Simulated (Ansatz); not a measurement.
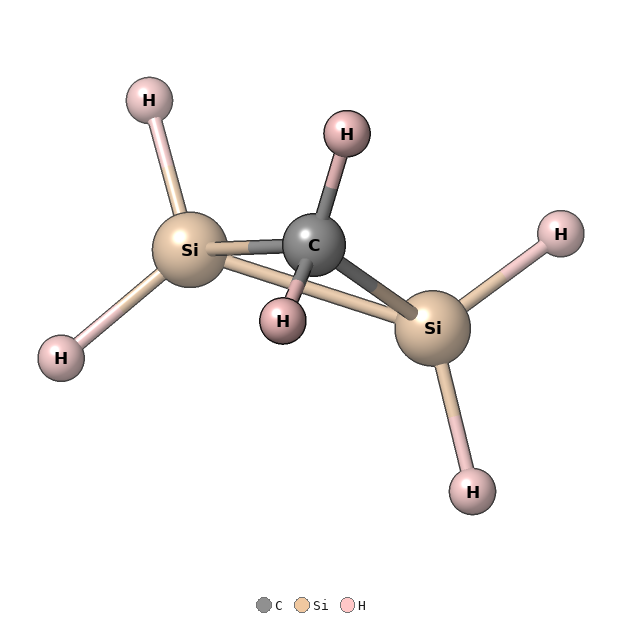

Depth is shown by fading: the farther an atom, the more it takes the colour of the background. The computed structure is the end point of a PBE0-D4/def2-TZVP optimisation.

### List the symmetry elements and name the point group.

It has 1 C2 axis and 2 mirror planes, so the point group is C2v. The group has 4 operations. The geometry is achiral, and symmetry allows a dipole moment.
